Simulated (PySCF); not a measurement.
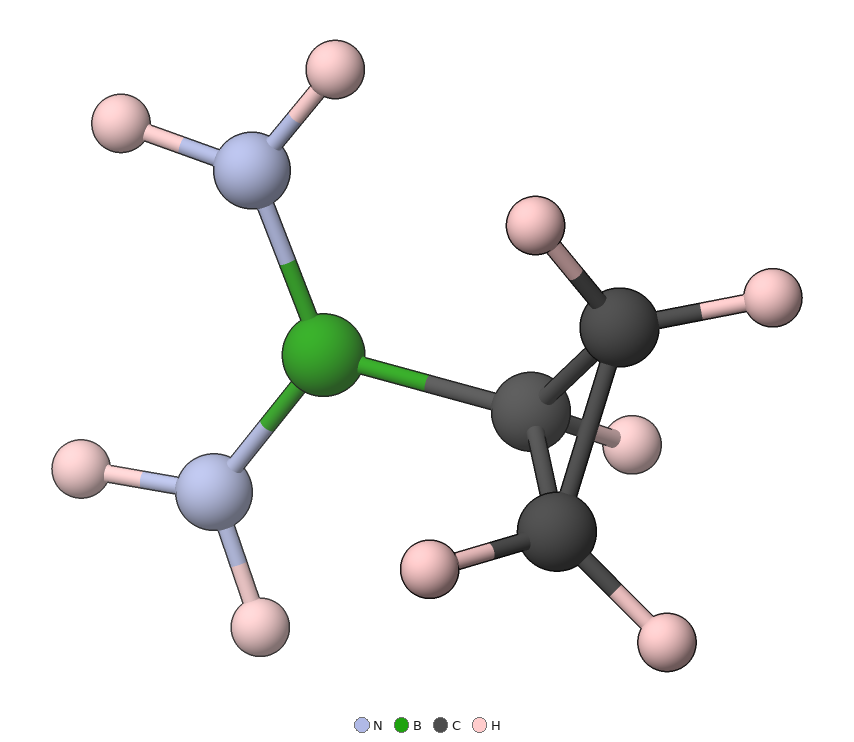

The geometry was computed by an optimisation with PBE0-D3(BJ)/def2-SVP. No frequency run is at hand to confirm it as a minimum.

Draw it as a skeletal formula.

SMILES: NB(N)C1CC1

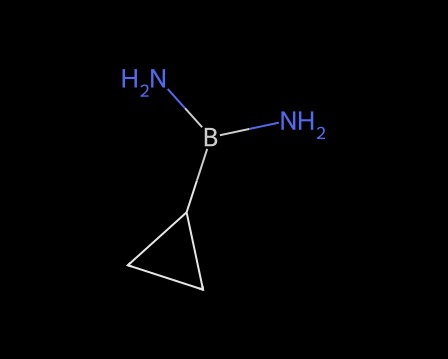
